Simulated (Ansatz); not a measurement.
# linear Tc chain under tension and compression, part 2 of 3

Aim: how do moment and conductance of the linear Tc chain follow its length?

Ansatz 0.2.0; DFT PBE, plane waves, PAW; relaxation of a chain's period (the session's first sound run).

So far. Step 2 (The relaxed wire): The cell's length comes to 2.169 Å with no moment. That is -21 % against the start, more than a small adjustment.

**3. At a set period, period over the relaxed period 0.88, k-mesh 1×1×42**

This step: DFT PBE, plane waves, PAW; channels and complex bands of a perfect chain (Ansatz 0.2.0).

The period is set to 0.88 times the relaxed one: shorter bonds widen the bands.

The cell differs from the one that the last finished run ended in (c 2.169 → 1.908 Å).

The input, input.yaml:

```yaml
crystal:
  lattice:
    - [7.5, 0.0, 0.0]
    - [0.0, 7.5, 0.0]
    - [0.0, 0.0, 1.9083500865]
  atoms:
    - { symbol: Tc, position: [0.5, 0.5, 0.0], spin: 2.0 }
magnetization:
  spin_polarized: true
kpoints:
  mp_grid: { grid: [1, 1, 42] }
scf:
  occupations: { method: fermi_dirac, width: 0.05 }
hamiltonian:
  xc: pbe
output:
  transmission:
    e_range: [-2, 2]
    de: 0.035
    kmesh: [1, 1]
    reduced_basis: true
    leads: [[0, 0]]
  stress: true
```

Launch:

```console
$ ansatz run input.yaml --threads 4 --pin off --max-ram 8192MiB --backend cpu --events-out ev --progress --plain --runs-dir out
```

Numbers of over 12 decimals in the logs are rounded to 6 here.

The log of the run:

```text
[...]
Crystal: 1 atoms, lattice volume = 107.345 Å³
Basis set: ecut = 500 eV, 2775 PW (Γ)
Bands: 13, of which v1, the nominal top of the filled ones, is band 8 counted from 1 (7 counted from 0)
Symmetry: 16 space group operations
[...]
k-points: 22 of 42
[...]
Starting moments: Σ|m| = 2 μB on 1 of 1 site
[...]
SCF iter   1: F=—  HF=-5391.730215 eV  |F-HF|=—  |Δ(HF+E_count)|=         —  Δρ=4.49e-2 (↑2.11e-2 ↓4.49e-2)  dr2=2.87e0  dr2_m=9.10e-1  M=0.404 μB ∫|m|=0.404 μB  β_m=0.30  ethr=3.10e-3  ⟨swp⟩=6.5  Hψ=3686  notcnv=0
[...]
SCF iter  10: F=-5392.585992 eV  HF=-5392.585992 eV  |F-HF|=3.64e-12  |Δ(HF+E_count)|=  1.16e-10  Δρ=4.06e-8 (↑4.06e-8 ↓3.73e-8)  dr2=2.13e-12  dr2_m=6.78e-13  M=0.000 μB ∫|m|=0.000 μB  ethr=1.00e-12  ⟨swp⟩=4.5  Hψ=2331  notcnv=0
SCF 1 converged in 10 iterations: F = -5392.585992 eV  dr2 = 2.13e-12
[...]
transmission: 6 of 36 steps passed
transmission: 9 of 36 steps passed
[...]
transmission: 36 of 36 steps passed
SCF converged after 10 iterations
Magnetization: 0.0000 μB (7.5000 up, 7.5000 down)
Absolute magnetization: 0.0000 μB (∫|ρ↑−ρ↓|, with the PAW one-centre terms)
[...]
Per-site moments (μB) at R_I (Å): [(1.4029515811214241e-7, 0.787194)]
Free energy (F): -5392.585992 eV
[...]
Internal energy: -5392.576706 eV  (E = F + TS)
E sigma→0 (E₀):  -5392.581349 eV
Entropy (-TS):   -0.009286 eV (-9.286 meV/atom)
Fermi energy:    -0.871391 eV
[...]
--- Stress (GPa, compression-positive) ---
       -0.243962       0.000000       0.000000
        0.000000      -0.243962       0.000000
        0.000000       0.000000      32.119043
  P = ⅓ Tr σ = 10.5437 GPa (105.437 kbar)
--- Band table (eV; the first three rows and the last of 44) ---
  k-point 0 ↑: bands = [... 4 lower, -8.1520, -3.3420, -3.3326, -2.7255, 1.2838, 1.2838, 3.3296, 4.3703, ... 1 higher]
  k-point 1 ↑: bands = [... 4 lower, -8.0539, -3.3262, -3.3168, -2.6940, 1.2781, 1.2781, 3.3535, 4.3927, ... 1 higher]
  k-point 2 ↑: bands = [... 4 lower, -7.7652, -3.2790, -3.2697, -2.5985, 1.2529, 1.2529, 3.4253, 4.4598, ... 1 higher]
  k-point 21 ↓: bands = [... 4 lower, -7.6262, -7.6262, 0.4425, 0.4431, 3.6283, 7.3553, 11.5078, 11.5078, ... 1 higher]
--- Transmission ---
  basis      : 593 plane waves across, 3 finite elements along
  points     : 1, standing for a mesh of 1 x 1
  filling    : by the input's occupations and mesh, since the crystals that have channels conduct as metals do. If one of these is a semiconductor, that mesh has misplaced its level
  energies   : 115 from -2.000000 to 1.990000 eV about the Fermi level, 0.035000 eV apart; the leads are filled to 0.000000 eV, and channels, transmission and decay are at -0.005000 eV
  crystal 0  : Tc1, at the sites [0, 0], period 1.9084 Å: whole cells are its period
    offset         : up to 0.0000 Å between an atom of the period and one for which it stands
    filled         : 14.6 meV under the level at which it is neutral
    channels       : 6.000000e0 up, 6.000000e0 down
    conductance    : 8.2646e14 S/m² at 300 K; may be off by some 0.0 % by where its bands' edges are placed, 0.0 % from the distance to neutral
```

Run time: 23 s. Hardware: 4 threads of Arm Neoverse V2, shared host; peak memory 0.48 GiB; 79 s of CPU time.

This step gave:

* energy at zero smearing: -5392.5813 eV
* channels at the energy nearest the Fermi level, spin up: 6
* channels at the energy nearest the Fermi level, spin down: 6
* conductance of the lead as this run defines it: 6.000 G₀
* band gap: 0 eV

The open channels of the lead by energy, zero at the Fermi level:

```
energy (eV)  spin up  spin down
    -2.0000        5          5
    -1.7550        6          6
    -1.5100        6          6
    -1.2650        6          6
    -0.9850        6          6
    -0.7400        6          6
    -0.4950        6          6
    -0.2500        6          6
    -0.0050        6          6
     0.2400        6          6
     0.4850        6          6
     0.7650        6          6
     1.0100        6          6
     1.2550        6          6
     1.5000        4          4
     1.7450        4          4
```

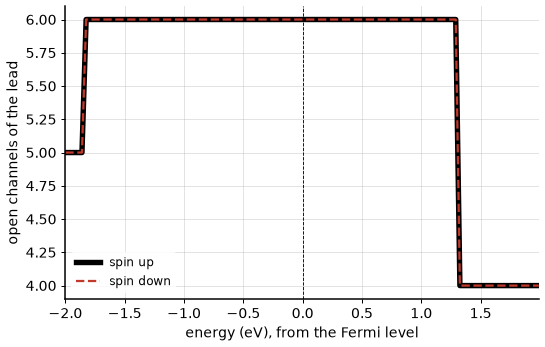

Open channels of the lead, plotted against energy.

At the computed energy nearest the Fermi level there are 6 spin-up and 6 spin-down channels, and the thermal average gives 6.00 G₀.

**4. The chain at a fixed length, period over the relaxed period 0.92, k-mesh 1×1×41**

The period is set to 0.92 times the relaxed one: shorter bonds widen the bands.

The cell differs from the one that the last finished run ended in (c 1.908 → 1.995 Å).

input.yaml: that of step 3 with these lines changed.

```diff
@@ -4,3 +4,3 @@
     - [0.0, 7.5, 0.0]
-    - [0.0, 0.0, 1.9083500865]
+    - [0.0, 0.0, 1.9950932722]
   atoms:
@@ -10,3 +10,3 @@
 kpoints:
-  mp_grid: { grid: [1, 1, 42] }
+  mp_grid: { grid: [1, 1, 41] }
 scf:
```

The log of the run:

```text
[...]
Crystal: 1 atoms, lattice volume = 112.224 Å³
Basis set: ecut = 500 eV, 2895 PW (Γ)
Bands: 13, of which v1, the nominal top of the filled ones, is band 8 counted from 1 (7 counted from 0)
Symmetry: 16 space group operations
[...]
k-points: 21 of 41
[...]
Starting moments: Σ|m| = 2 μB on 1 of 1 site
[...]
--- Transmission ---
  basis      : 593 plane waves across, 3 finite elements along
  points     : 1, standing for a mesh of 1 x 1
[...]
crystal 0  : Tc1, at the sites [0, 0], period 1.9951 Å: whole cells are its period
[...]
filled         : 44.6 meV over the level at which it is neutral
    channels       : 6.000000e0 up, 6.000000e0 down
[...]
[key lines of the parts left out:]
SCF converged after 10 iterations
Magnetization: -0.0000 μB (7.5000 up, 7.5000 down)
Free energy (F): -5393.319311 eV
Fermi energy:    -1.076798 eV
P = ⅓ Tr σ = 5.4620 GPa (54.620 kbar)
```

It took 23 s on 4 threads; peak memory 0.47 GiB.

At the computed energy nearest the Fermi level there are 6 spin-up and 6 spin-down channels, and the thermal average gives 6.00 G₀.

**5. At a set period, period over the relaxed period 0.96, k-mesh 1×1×39**

The period is set to 0.96 times the relaxed one: shorter bonds widen the bands.

The cell differs from the one that the last finished run ended in (c 1.995 → 2.082 Å).

input.yaml: that of step 4 with these lines changed.

```diff
@@ -4,3 +4,3 @@
     - [0.0, 7.5, 0.0]
-    - [0.0, 0.0, 1.9950932722]
+    - [0.0, 0.0, 2.081836458]
   atoms:
@@ -10,3 +10,3 @@
 kpoints:
-  mp_grid: { grid: [1, 1, 41] }
+  mp_grid: { grid: [1, 1, 39] }
 scf:
```

The log of the run:

```text
[...]
Crystal: 1 atoms, lattice volume = 117.103 Å³
Basis set: ecut = 500 eV, 2983 PW (Γ)
Bands: 13, of which v1, the nominal top of the filled ones, is band 8 counted from 1 (7 counted from 0)
Symmetry: 16 space group operations
[...]
k-points: 20 of 39
[...]
Starting moments: Σ|m| = 2 μB on 1 of 1 site
[...]
--- Transmission ---
  basis      : 593 plane waves across, 3 finite elements along
  points     : 1, standing for a mesh of 1 x 1
[...]
crystal 0  : Tc1, at the sites [0, 0], period 2.0818 Å: whole cells are its period
[...]
filled         : 4.1 meV under the level at which it is neutral
    channels       : 6.000000e0 up, 6.000000e0 down
[...]
[key lines of the parts left out:]
SCF converged after 11 iterations
Magnetization: 0.0000 μB (7.5000 up, 7.5000 down)
Free energy (F): -5393.661833 eV
Fermi energy:    -1.362482 eV
P = ⅓ Tr σ = 2.0548 GPa (20.548 kbar)
```

Run time: 20 s. Hardware: 4 threads; peak memory 0.49 GiB; 67 s of CPU time.

At the computed energy nearest the Fermi level there are 6 spin-up and 6 spin-down channels, and the thermal average gives 6.00 G₀.

**6. At a set period, period over the relaxed period 1, k-mesh 1×1×37**

The period is set to 1.0 times the relaxed one, as the point of reference.

input.yaml: that of step 5 with these lines changed.

```diff
@@ -4,3 +4,3 @@
     - [0.0, 7.5, 0.0]
-    - [0.0, 0.0, 2.081836458]
+    - [0.0, 0.0, 2.1685796437]
   atoms:
@@ -10,3 +10,3 @@
 kpoints:
-  mp_grid: { grid: [1, 1, 39] }
+  mp_grid: { grid: [1, 1, 37] }
 scf:
```

The log of the run:

```text
[...]
Crystal: 1 atoms, lattice volume = 121.983 Å³
Basis set: ecut = 500 eV, 3055 PW (Γ)
Bands: 13, of which v1, the nominal top of the filled ones, is band 8 counted from 1 (7 counted from 0)
Symmetry: 16 space group operations
[...]
k-points: 19 of 37
[...]
Starting moments: Σ|m| = 2 μB on 1 of 1 site
[...]
--- Transmission ---
  basis      : 593 plane waves across, 3 finite elements along
  points     : 1, standing for a mesh of 1 x 1
[...]
crystal 0  : Tc1, at the sites [0, 0], period 2.1686 Å: whole cells are its period
[...]
filled         : 21.0 meV under the level at which it is neutral
    channels       : 6.000000e0 up, 6.000000e0 down
[...]
[key lines of the parts left out:]
SCF converged after 10 iterations
Magnetization: -0.0000 μB (7.5000 up, 7.5000 down)
Free energy (F): -5393.765598 eV
Fermi energy:    -1.571375 eV
P = ⅓ Tr σ = -0.2286 GPa (-2.286 kbar)
```

Wall time 17 s (4 threads); peak memory 0.47 GiB.

At the computed energy nearest the Fermi level there are 6 spin-up and 6 spin-down channels, and the thermal average gives 6.00 G₀.

**7. The chain at a fixed length, period over the relaxed period 1.04, k-mesh 1×1×36**

The period is set to 1.04 times the relaxed one: longer bonds narrow the bands.

The cell differs from the one that the last finished run ended in (c 2.169 → 2.255 Å).

input.yaml: that of step 6 with these lines changed.

```diff
@@ -4,3 +4,3 @@
     - [0.0, 7.5, 0.0]
-    - [0.0, 0.0, 2.1685796437]
+    - [0.0, 0.0, 2.2553228294]
   atoms:
@@ -10,3 +10,3 @@
 kpoints:
-  mp_grid: { grid: [1, 1, 37] }
+  mp_grid: { grid: [1, 1, 36] }
 scf:
```

The log of the run:

```text
[...]
Crystal: 1 atoms, lattice volume = 126.862 Å³
Basis set: ecut = 500 eV, 3201 PW (Γ)
Bands: 13, of which v1, the nominal top of the filled ones, is band 8 counted from 1 (7 counted from 0)
Symmetry: 16 space group operations
[...]
k-points: 19 of 36
[...]
Starting moments: Σ|m| = 2 μB on 1 of 1 site
[...]
--- Transmission ---
  basis      : 593 plane waves across, 4 finite elements along
  points     : 1, standing for a mesh of 1 x 1
[...]
crystal 0  : Tc1, at the sites [0, 0], period 2.2553 Å: whole cells are its period
[...]
filled         : 2.4 meV over the level at which it is neutral
    channels       : 6.000000e0 up, 6.000000e0 down
[...]
[key lines of the parts left out:]
SCF converged after 13 iterations
Magnetization: -0.0000 μB (7.5000 up, 7.5000 down)
Free energy (F): -5393.687772 eV
Fermi energy:    -1.698165 eV
P = ⅓ Tr σ = -1.6898 GPa (-16.898 kbar)
```

It took 19 s on 4 threads; peak memory 0.47 GiB.

At the computed energy nearest the Fermi level there are 6 spin-up and 6 spin-down channels, and the thermal average gives 6.00 G₀. The change of length costs 0.081 eV a cell and leaves no moment.

**8. At a set period, period over the relaxed period 1.08, k-mesh 1×1×35**

The period is set to 1.08 times the relaxed one: longer bonds narrow the bands.

The cell differs from the one that the last finished run ended in (c 2.255 → 2.342 Å).

input.yaml: that of step 7 with these lines changed.

```diff
@@ -4,3 +4,3 @@
     - [0.0, 7.5, 0.0]
-    - [0.0, 0.0, 2.2553228294]
+    - [0.0, 0.0, 2.3420660152]
   atoms:
@@ -10,3 +10,3 @@
 kpoints:
-  mp_grid: { grid: [1, 1, 36] }
+  mp_grid: { grid: [1, 1, 35] }
 scf:
```

The log of the run:

```text
[...]
Crystal: 1 atoms, lattice volume = 131.741 Å³
Basis set: ecut = 500 eV, 3337 PW (Γ)
Bands: 13, of which v1, the nominal top of the filled ones, is band 8 counted from 1 (7 counted from 0)
Symmetry: 16 space group operations
[...]
k-points: 18 of 35
[...]
Starting moments: Σ|m| = 2 μB on 1 of 1 site
[...]
--- Transmission ---
  basis      : 593 plane waves across, 4 finite elements along
  points     : 1, standing for a mesh of 1 x 1
[...]
crystal 0  : Tc1, at the sites [0, 0], period 2.3421 Å: whole cells are its period
[...]
filled         : 20.2 meV over the level at which it is neutral
    channels       : 4.000000e0 up, 6.000000e0 down
[...]
[key lines of the parts left out:]
SCF converged after 10 iterations
Magnetization: 2.0489 μB (8.5245 up, 6.4755 down)
Free energy (F): -5393.558095 eV
Fermi energy:    -1.585057 eV
P = ⅓ Tr σ = -1.1759 GPa (-11.759 kbar)
```

Wall time 21 s (4 threads); peak memory 0.56 GiB; 75 s of CPU time.

At the computed energy nearest the Fermi level there are 4 spin-up and 6 spin-down channels, and the thermal average gives 4.99 G₀. The change of length costs 0.213 eV a cell and leaves an absolute moment of 2.05 μB a cell.

For the conductance of the lead as this run defines it, step 3 gave 6.00 G₀; this run, with period over the relaxed period 1.08 and k-mesh 1×1×35, gives 4.99 G₀ (-17 %).

**9. The chain at a fixed length, period over the relaxed period 1.13, k-mesh 1×1×33**

The period is set to 1.13 times the relaxed one: longer bonds narrow the bands.

The cell differs from the one that the last finished run ended in (c 2.342 → 2.450 Å).

input.yaml: that of step 8 with these lines changed.

```diff
@@ -4,3 +4,3 @@
     - [0.0, 7.5, 0.0]
-    - [0.0, 0.0, 2.3420660152]
+    - [0.0, 0.0, 2.4504949974]
   atoms:
@@ -10,3 +10,3 @@
 kpoints:
-  mp_grid: { grid: [1, 1, 35] }
+  mp_grid: { grid: [1, 1, 33] }
 scf:
```

The log of the run:

```text
[...]
Crystal: 1 atoms, lattice volume = 137.840 Å³
Basis set: ecut = 500 eV, 3553 PW (Γ)
Bands: 13, of which v1, the nominal top of the filled ones, is band 8 counted from 1 (7 counted from 0)
Symmetry: 16 space group operations
[...]
k-points: 17 of 33
[...]
Starting moments: Σ|m| = 2 μB on 1 of 1 site
[...]
--- Transmission ---
  basis      : 593 plane waves across, 4 finite elements along
  points     : 1, standing for a mesh of 1 x 1
[...]
crystal 0  : Tc1, at the sites [0, 0], period 2.4505 Å: whole cells are its period
[...]
filled         : 4.8 meV under the level at which it is neutral
    channels       : 4.000000e0 up, 5.000000e0 down
[...]
[key lines of the parts left out:]
SCF converged after 12 iterations
Magnetization: 2.4425 μB (8.7212 up, 6.2788 down)
Free energy (F): -5393.414077 eV
Fermi energy:    -1.597139 eV
P = ⅓ Tr σ = -1.7363 GPa (-17.363 kbar)
```

Elapsed: 21 s, on 4 threads; peak memory 0.51 GiB.

At the computed energy nearest the Fermi level there are 4 spin-up and 5 spin-down channels, and the thermal average gives 4.51 G₀. The change of length costs 0.356 eV a cell and leaves an absolute moment of 2.44 μB a cell.

Between step 3 and this run (period over the relaxed period 1.13 and k-mesh 1×1×33) the value for the conductance of the lead as this run defines it moves from 6.00 G₀ to 4.51 G₀ (-25 %).

**10. At a set period, period over the relaxed period 1.2, k-mesh 1×1×31**

The period is set to 1.2 times the relaxed one: longer bonds narrow the bands.

The cell differs from the one that the last finished run ended in (c 2.450 → 2.602 Å).

input.yaml: that of step 9 with these lines changed.

```diff
@@ -4,3 +4,3 @@
     - [0.0, 7.5, 0.0]
-    - [0.0, 0.0, 2.4504949974]
+    - [0.0, 0.0, 2.6022955724]
   atoms:
@@ -10,3 +10,3 @@
 kpoints:
-  mp_grid: { grid: [1, 1, 33] }
+  mp_grid: { grid: [1, 1, 31] }
 scf:
```

The log of the run:

```text
[...]
Crystal: 1 atoms, lattice volume = 146.379 Å³
Basis set: ecut = 500 eV, 3745 PW (Γ)
Bands: 13, of which v1, the nominal top of the filled ones, is band 8 counted from 1 (7 counted from 0)
Symmetry: 16 space group operations
[...]
k-points: 16 of 31
[...]
Starting moments: Σ|m| = 2 μB on 1 of 1 site
[...]
--- Transmission ---
  basis      : 593 plane waves across, 4 finite elements along
  points     : 1, standing for a mesh of 1 x 1
[...]
crystal 0  : Tc1, at the sites [0, 0], period 2.6023 Å: whole cells are its period
[...]
filled         : 4.4 meV over the level at which it is neutral
    channels       : 3.000000e0 up, 4.000000e0 down
[...]
[key lines of the parts left out:]
SCF converged after 10 iterations
Magnetization: 3.3226 μB (9.1613 up, 5.8387 down)
Free energy (F): -5393.168600 eV
Fermi energy:    -1.553461 eV
P = ⅓ Tr σ = -1.4567 GPa (-14.567 kbar)
```

The job ended after 19 s (4 threads; peak memory 0.54 GiB; 70 s of CPU time).

At the computed energy nearest the Fermi level there are 3 spin-up and 4 spin-down channels, and the thermal average gives 3.55 G₀. The change of length costs 0.600 eV a cell and leaves an absolute moment of 3.32 μB a cell.

Between step 3 and this run (period over the relaxed period 1.2 and k-mesh 1×1×31) the value for the conductance of the lead as this run defines it moves from 6.00 G₀ to 3.55 G₀ (-41 %).

**11. At a set period, period over the relaxed period 1.3, k-mesh 1×1×29**

The period is set to 1.3 times the relaxed one: longer bonds narrow the bands.

The cell differs from the one that the last finished run ended in (c 2.602 → 2.819 Å).

input.yaml: that of step 10 with these lines changed.

```diff
@@ -4,3 +4,3 @@
     - [0.0, 7.5, 0.0]
-    - [0.0, 0.0, 2.6022955724]
+    - [0.0, 0.0, 2.8191535368]
   atoms:
@@ -10,3 +10,3 @@
 kpoints:
-  mp_grid: { grid: [1, 1, 31] }
+  mp_grid: { grid: [1, 1, 29] }
 scf:
```

The log of the run:

```text
[...]
Crystal: 1 atoms, lattice volume = 158.577 Å³
Basis set: ecut = 500 eV, 4019 PW (Γ)
Bands: 13, of which v1, the nominal top of the filled ones, is band 8 counted from 1 (7 counted from 0)
Symmetry: 16 space group operations
[...]
k-points: 15 of 29
[...]
Starting moments: Σ|m| = 2 μB on 1 of 1 site
[...]
--- Transmission ---
  basis      : 593 plane waves across, 4 finite elements along
  points     : 1, standing for a mesh of 1 x 1
[...]
crystal 0  : Tc1, at the sites [0, 0], period 2.8192 Å: whole cells are its period
[...]
filled         : 10.4 meV over the level at which it is neutral
    channels       : 1.000000e0 up, 3.000000e0 down
[...]
[key lines of the parts left out:]
SCF converged after 9 iterations
Magnetization: 4.2959 μB (9.6480 up, 5.3520 down)
Free energy (F): -5392.897472 eV
Fermi energy:    -1.335808 eV
P = ⅓ Tr σ = -0.8638 GPa (-8.638 kbar)
```

The job ended after 15 s (4 threads; peak memory 0.46 GiB).

At the computed energy nearest the Fermi level there are 1 spin-up and 3 spin-down channels, and the thermal average gives 2.02 G₀. The change of length costs 0.867 eV a cell and leaves an absolute moment of 4.30 μB a cell.

For the conductance of the lead as this run defines it, step 3 gave 6.00 G₀; this run, with period over the relaxed period 1.3 and k-mesh 1×1×29, gives 2.02 G₀ (-66 %).

(Part 2 of 3 ends here.)

[Logs are printed without paths, hosts, clocks, repeated set-up lines and the standing remarks that a program may print on its own settings, such as how far it seeks lower states.]

[Hosts, paths, dates, database ids (printed as entryN), source tags and the programs' standing remarks are cut or masked in the printed files.]
